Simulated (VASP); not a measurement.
Band structure of ZrS2 (1T layered). Level of theory: PW91 GGA, VASP's PBE PAW potentials (set 64) (plane waves; VASP).

Without a dispersion term in the relaxation, distances and binding between the weakly bound layers, chains or molecules are unreliable, and so is what depends on them.

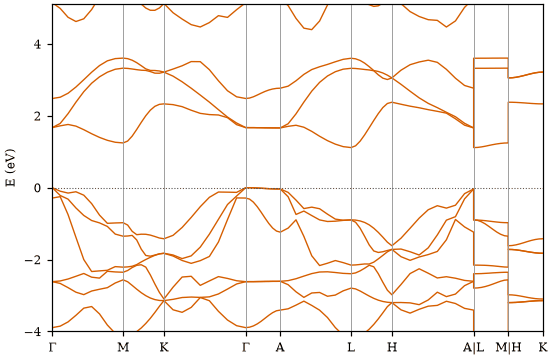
Figure: Bands along high-symmetry lines, zero at the valence-band maximum or, without a gap, the Fermi level

Task: Read the plot: is there a gap, and where are the band edges?

Result: The gap is indirect, 1.12 eV, from the valence maximum at Γ to the conduction minimum at L. (Edges off the drawn lines would not show.)

Measured: gap 1.70 eV (computed value off by -0.58 eV), as given by Miłosz Rybak et al., Nanomaterials (2022), arXiv:2210.12074.

The compound is ZrS2 in the 1T layered structure. It was relaxed first, which changed the volume by +14 %.
